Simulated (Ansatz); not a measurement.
```json
{"atom": "Si", "x (Å)": "0.1253", "y (Å)": "-0.0129", "z (Å)": "0.2137"}
{"atom": "H", "x (Å)": "0.2790", "y (Å)": "0.0386", "z (Å)": "1.6476"}
{"atom": "O", "x (Å)": "1.7378", "y (Å)": "-0.0627", "z (Å)": "-0.0864"}
{"atom": "C", "x (Å)": "2.5877", "y (Å)": "-1.1533", "z (Å)": "0.0504"}
{"atom": "H", "x (Å)": "2.1928", "y (Å)": "-2.0408", "z (Å)": "-0.4508"}
{"atom": "H", "x (Å)": "3.5506", "y (Å)": "-0.9145", "z (Å)": "-0.3946"}
{"atom": "H", "x (Å)": "2.7504", "y (Å)": "-1.3999", "z (Å)": "1.1032"}
{"atom": "Cl", "x (Å)": "-0.6853", "y (Å)": "1.7021", "z (Å)": "-0.5619"}
{"atom": "H", "x (Å)": "-0.6029", "y (Å)": "-1.1731", "z (Å)": "-0.3250"}
```

Not at a stationary point (largest force 1.5 eV/Å).

Computed with RHF/def2-SVP in Ansatz 0.2.0.

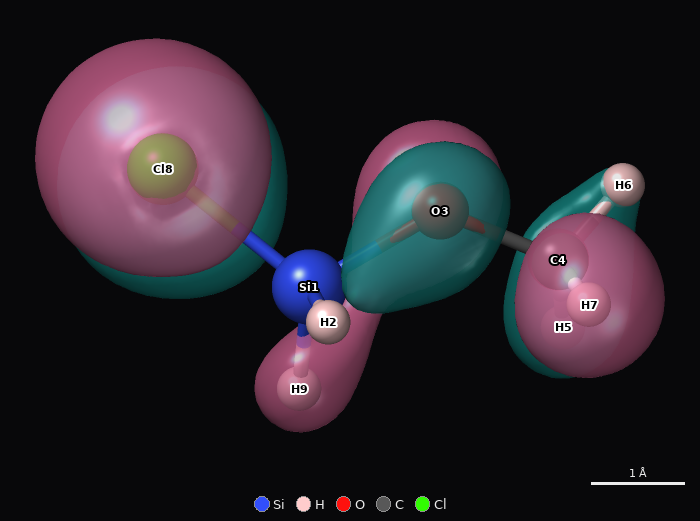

CH$_{5}$ClOSi. The HOMO−1 at ±0.08 Å⁻³ᐟ² (teal and pink are the two phases), seen across its widest extent.

### Where does this orbital lie, and at what energy?

Its weight (Hirshfeld) is mainly on Cl8 (about 60 %), O3 (about 20 %) and C4 (about 5 %). Its energy is −12.65 eV.
